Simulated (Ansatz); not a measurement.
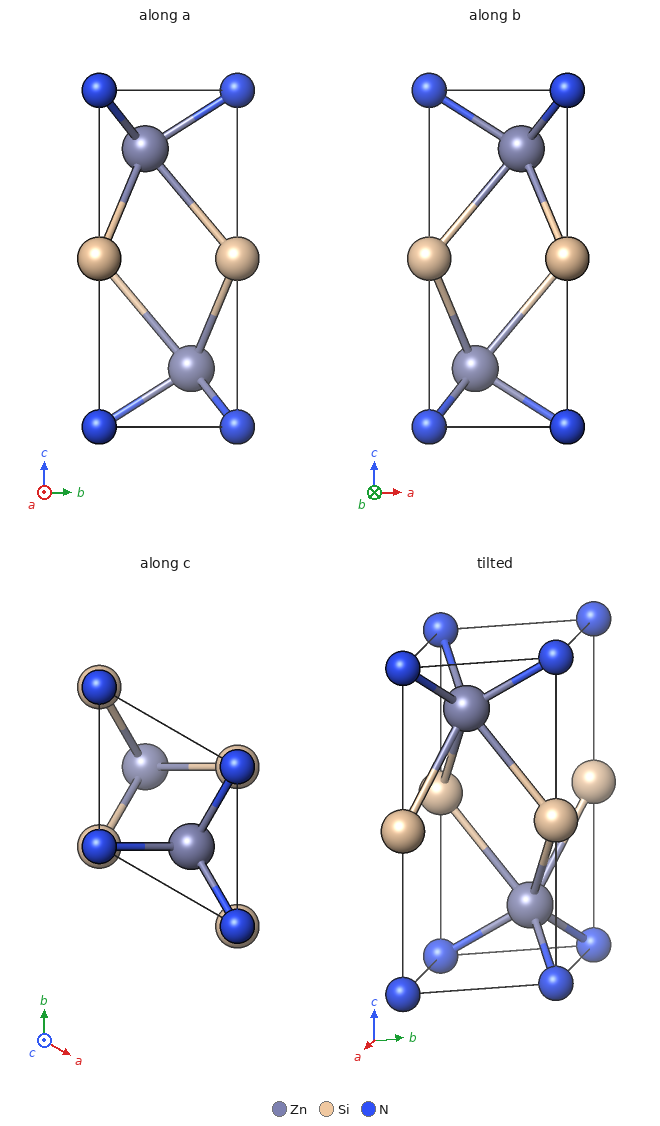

The figure gives a ball-and-stick picture of the atoms, viewed along the a axis, along the b axis, along the c axis and slightly off an axis. Thin lines show the conventional unit cell, with boundary atoms drawn in all their periodic places.

Lattice parameters: a = 3.083 Å, b = 3.083 Å, c = 6.507 Å, α = 90.00°, β = 90.00°, γ = 120.00°.

### Express the structure as a table of Wyckoff sites, with free fractional coordinates to two decimals.

Space group P-3m1 (No. 164).
```
atom  site       x       y     z
  Zn    2d  0.3333  0.6667  0.17
  Si    1b    0.00    0.00  0.50
   N    1a    0.00    0.00  0.00
```

Source of the structure: a structure type filled with these elements by a generator (whether the compound takes this form wasn't checked). Earlier steps of the study, as a rule a relaxation of our own, may have changed the cell and positions, so they can lie some per cent off the listed ones. A calculation with Ansatz used it as input.
